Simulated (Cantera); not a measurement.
Input: 1 mol MgO, a varied amount of HF, held at 1923.15 K and 0.0100 bar.

Method: chemical equilibrium by Gibbs-energy minimisation in Cantera with the NASA 1993 tables (ideal gas, pure condensed phases). Candidate condensed phases: H₂O, Mg, MgF₂, MgO, Mg(OH)₂; 31 gas species. Kinetics and transport are ignored.

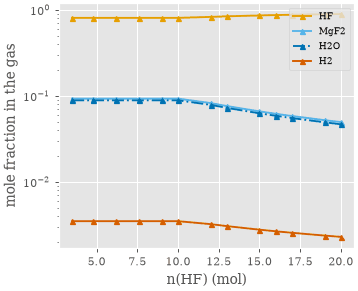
Equilibrium gas composition (values under 1e-9 drawn at 1e-9)

Read off the mole fractions at 10 mol HF.

HF about 0.81, MgF₂ about 0.093, H₂O about 0.089, H₂ about 0.0035.
